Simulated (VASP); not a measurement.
Band structure of HgTe (zinc blende). Calculation: modified Becke-Johnson potential (mBJ), VASP's PBE PAW potentials (set 64) (plane waves; VASP).

mBJ is a potential without an energy functional, so only the levels count. Unless said otherwise, spin-orbit coupling is left out, though it shifts the bands of the heavy elements here.

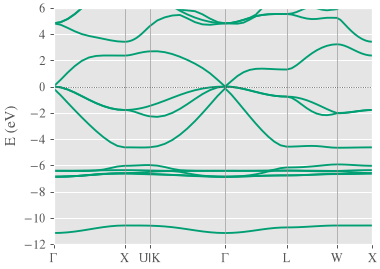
*Bands along high-symmetry lines, zero at the valence-band maximum or, without a gap, the Fermi level*

Problem. Read the plot: is there a gap, and where are the band edges?

Solution. It has no gap at this level: it comes out as a metal or semimetal.

The compound is HgTe in the zinc blende structure. It was relaxed first, which changed the volume by +9 %. The cell's shape comes from a PBE relaxation.
